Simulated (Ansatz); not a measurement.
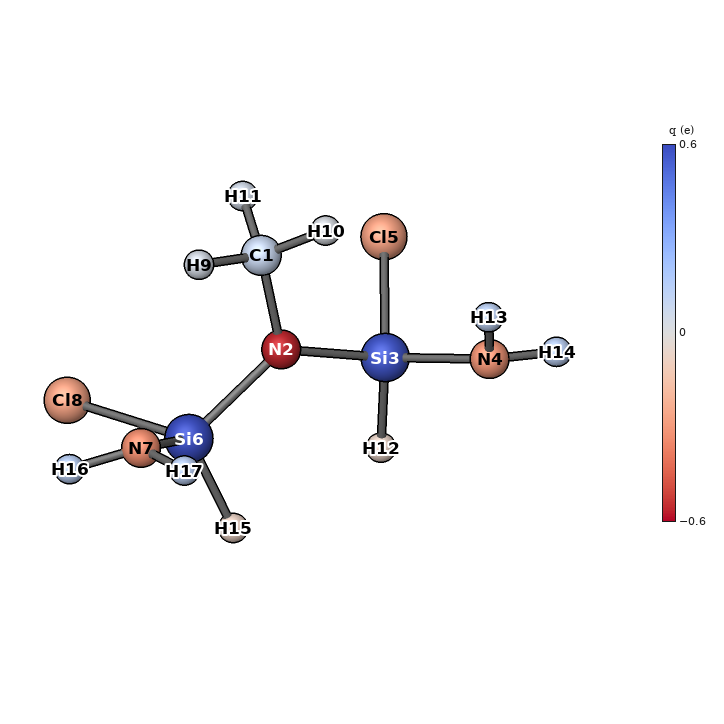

Atoms are coloured by their Mulliken charges. The geometry was computed by an optimisation with PBE-D4/def2-SVP. No frequency run is at hand to confirm it as a minimum. Properties computed with RKS PBE-D4/def2-SVP (Ansatz 0.2.0).

List the Mulliken charges.

```tsv
atom	value (e)
C1	0.09
N2	−0.56
Si3	0.57
N4	−0.31
Cl5	−0.27
Si6	0.59
N7	−0.33
Cl8	−0.26
H9	0.04
H10	0.02
H11	0.05
H12	−0.06
H13	0.12
H14	0.13
H15	−0.07
H16	0.13
H17	0.13
```

Mulliken values depend strongly on the basis set and can even reverse the polarity of a bond.
